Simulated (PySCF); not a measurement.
# Br3Pb (Pb(Br)3+): the cost of one run

Method: r2SCAN, Pb def2-SVP with ECP60, Br def2-SVP; scalar-relativistic core potentials, no spin–orbit coupling; program: PySCF 2.14.0.

2 further runs of the same task are left out: 2 for a known fault of the program.

### Step 1. Where the work starts

4 atoms, charge 1, spin multiplicity 1.

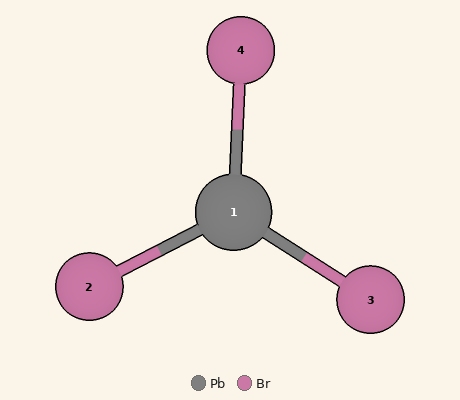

The geometry (lead grey, bromine pink); atoms are numbered from 1 in the order of the file.

As a file:

```xyz
4
Br3Pb
Pb    0.0000    0.0000    0.0000
Br    2.5145    0.0000    0.0000
Br   -1.2572    2.1776    0.0000
Br   -1.2572   -2.1776    0.0000
```

Formal oxidation states: Pb +4. An earlier session relaxed this geometry at r2SCAN, Pb def2-SVP with ECP60, Br def2-SVP (singlet, point group D3h).

Its energy there is -7914.247515 Eh.

### Step 2. Multiplicity 3 at the relaxed geometry

run.py (the lines that set the calculation) reads:

```python
mol = gto.M(atom='''
Pb     0.00000     0.00000     0.00000
Br     2.51445    -0.00001     0.00000
Br    -1.25722     2.17758     0.00000
Br    -1.25723    -2.17757     0.00000''',
    basis={'Pb': 'def2-SVP', 'Br': 'def2-SVP'},
    ecp={'Pb': 'def2-SVP'},
    charge=1, spin=2)
mf = dft.UKS(mol, xc='R2SCAN')
mf.grids.atom_grid = (50, 194)
mf = mf.density_fit()  # fitting sets: Pb def2-universal-JKFIT, Br def2-universal-JKFIT
mf.conv_tol = 1e-08; mf.max_cycle = 55
mf.kernel(dm0)  # dm0: free metal ions and neutral atoms
```

The run is started by

```sh
$ OMP_NUM_THREADS=2 python run.py
```

**Question.** How long does this run take on 2 threads of Arm Neoverse V2, shared host?

About 29 s.
